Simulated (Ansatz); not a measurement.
## GePH7O4: frequency calculation

The run: frequency calculation of GePH7O4. Method and program: RKS PBE/def2-SVP (Ansatz 0.2.0).

It belongs to a series of runs on one base structure; here: vibrations at the highest image of the band. Figures and captions count atoms from 1; the log counts them from 0 in places.

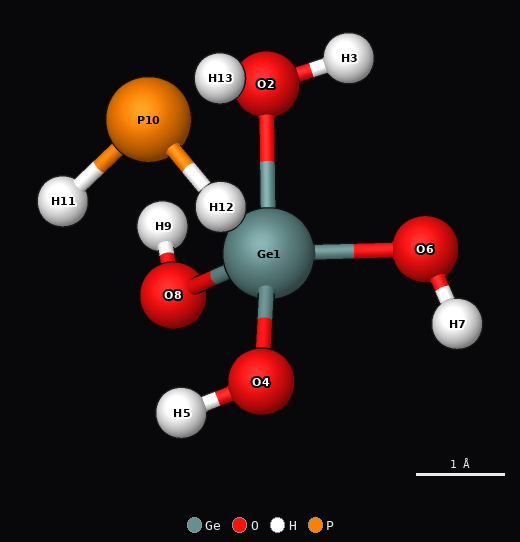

**Figure 1.** The structure as given in the input (ball-and-stick view, seen at a tilt; atoms are numbered from 1 in the order of the input). Sticks mark near contacts.

Summary

```csv
quantity,value
outcome,converged
total energy,−74072.0521 eV
mean-field energy,−74072.0521 eV
largest force (length of the vector),0.033 eV/Å
hardware,"4 threads of Arm Neoverse V1, 24 GiB of memory available, shared host"
wall time,93 s (CPU time 5.9 min)
peak memory,0.21 GiB
```

Input
```yaml
crystal:
  periodic: [false, false, false]
  atoms:
    - { symbol: Ge, position_ang: [-0.014939, 0.115739, 0.06826] }
    - { symbol: O, position_ang: [-0.680179, 0.362572, 1.919666] }
    - { symbol: H, position_ang: [-1.490957, 0.915393, 1.85048] }
    - { symbol: O, position_ang: [0.968295, 0.448582, -1.409451] }
    - { symbol: H, position_ang: [1.76564, -0.116385, -1.40059] }
    - { symbol: O, position_ang: [-1.554601, 0.835251, -0.504478] }
    - { symbol: H, position_ang: [-1.479368, 0.981888, -1.468283] }
    - { symbol: O, position_ang: [0.202171, -1.649994, 0.24502] }
    - { symbol: H, position_ang: [-0.192337, -1.907597, 1.102039] }
    - { symbol: P, position_ang: [1.929382, 1.678842, 1.624396] }
    - { symbol: H, position_ang: [2.630801, 0.494664, 1.207738] }
    - { symbol: H, position_ang: [1.845149, 2.2504, 0.311546] }
    - { symbol: H, position_ang: [0.389644, 1.086145, 1.985058] }
basis:
  gaussian: { orbitals: def2-SVP }
hamiltonian:
  xc: pbe
phonons: {}
```

Run as:
```bash
ansatz run input.yaml --threads 4 --pin off --max-ram 5120MiB --backend cpu --events-out ev --progress --plain --runs-dir out
```

Output
```
Engine: ansatz 0.2.0, aarch64-unknown-linux-gnu
Functional definition: PBE
  parameter kappa = 0.804
  parameter beta = 0.06672455060314922
  exchange = pbe_x(kappa = kappa, mu = beta*pi^2/3)
  correlation = pbe_c(beta = beta)
1536 factors; their error is unknown
mean field evaluation 1: about -74053.9692 eV, gradient 1.0e2 eV
mean field evaluation 2: about -73975.5897 eV, gradient 2.2e2 eV
mean field evaluation 4: about -74070.5635 eV, gradient 2.4e1 eV
mean field evaluation 8: about -74072.1165 eV, gradient 3.5e-1 eV
mean field evaluation 16: about -74072.0521 eV, gradient 9.0e-4 eV
mean field -74072.05210550 eV, -2722.0977070370 hartree, gradient 3.6e-5 eV, S^2 0.000000; 0 other end points of the search recorded, 0 dependent functions left out
the calculation of the forces begins
reference -74072.05214104 eV, -2722.0977083431 hartree; 43, 43 occupied and 98, 98 virtual orbitals, 1536 factors
these checks for a lower state are left out or cut short: stability, starts, cluster_reference, orbital_swaps, neighbouring_geometries, increment
1536 factors; their error is unknown
mean field -74072.05202847 eV, -2722.0977042062 hartree, gradient 2.1e-6 eV, S^2 0.000000; 0 other end points of the search recorded, 0 dependent functions left out
[... from here on the field's lines of each further geometry are left out, up to the last ...]
the calculation of the forces begins
reference -74072.05214163 eV, -2722.0977083648 hartree; 43, 43 occupied and 98, 98 virtual orbitals, 1536 factors
these checks for a lower state are left out or cut short: stability, starts, cluster_reference, orbital_swaps, neighbouring_geometries, increment
1536 factors; their error is unknown
mean field -74072.05207810 eV, -2722.0977060299 hartree, gradient 1.2e-6 eV, S^2 0.000000; 0 other end points of the search recorded, 0 dependent functions left out
the calculation of the forces begins
reference -74072.05211363 eV, -2722.0977073357 hartree; 43, 43 occupied and 98, 98 virtual orbitals, 1536 factors
WARN: phonons: modes at or below zero, which the zero-point energy, F, S and C_V leave out: 1, the lowest at -1021.54 cm⁻¹. A minimum has none, and a first-order saddle one
Total energy: -74072.05214104 eV, -2722.0977083431 hartree
Atom 0 at    -0.014939     0.115739     0.068260 Å, force     0.006367    -0.020257     0.000191 eV/Å
Atom 1 at    -0.680179     0.362572     1.919666 Å, force     0.017313     0.025538    -0.012868 eV/Å
Atom 2 at    -1.490957     0.915393     1.850480 Å, force    -0.001685    -0.000532     0.000584 eV/Å
Atom 3 at     0.968295     0.448582    -1.409451 Å, force    -0.009336     0.004579     0.007664 eV/Å
Atom 4 at     1.765640    -0.116385    -1.400590 Å, force     0.002134     0.005842     0.001848 eV/Å
Atom 5 at    -1.554601     0.835251    -0.504478 Å, force     0.005359    -0.006738    -0.004421 eV/Å
Atom 6 at    -1.479368     0.981888    -1.468283 Å, force    -0.004861     0.000921     0.001237 eV/Å
Atom 7 at     0.202171    -1.649994     0.245020 Å, force    -0.008249     0.007730     0.002063 eV/Å
Atom 8 at    -0.192337    -1.907597     1.102039 Å, force     0.000943    -0.002427    -0.001091 eV/Å
Atom 9 at     1.929382     1.678842     1.624396 Å, force     0.010465     0.004799     0.000097 eV/Å
Atom 10 at     2.630801     0.494664     1.207738 Å, force    -0.000475    -0.001129    -0.000837 eV/Å
Atom 11 at     1.845149     2.250400     0.311546 Å, force     0.000403     0.001418    -0.000088 eV/Å
Atom 12 at     0.389644     1.086145     1.985058 Å, force    -0.018378    -0.019744     0.005621 eV/Å
Dipole moment:    -0.144738    -0.036075     0.006123 e Å
Vibrations: -1021.54 40.73 115.42 158.53 172.76 197.97 224.38 245.28 259.23 301.70 366.04 414.15 424.71 434.20 476.41 563.20 595.00 649.23 671.61 713.15 816.64 901.74 929.12 954.42 1000.07 1177.69 1328.83 2338.31 2372.31 3617.08 3696.72 3701.05 3706.59 cm⁻¹, zero-point energy 2.080720 eV
```

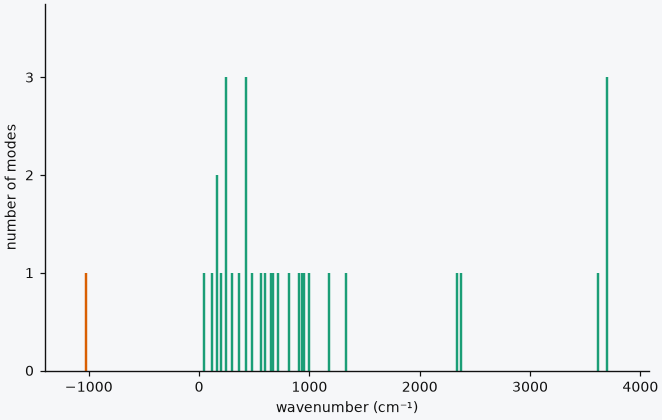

**Figure 2.** Harmonic vibrational wavenumbers from the force constants; neighbouring modes closer than 21 cm⁻¹ are counted in one stick, and imaginary ones are drawn at negative wavenumbers. 33 modes from 1022i to 3707 cm⁻¹, 1 imaginary beyond 8i (1022i cm⁻¹): a first-order saddle point, if the geometry is stationary.
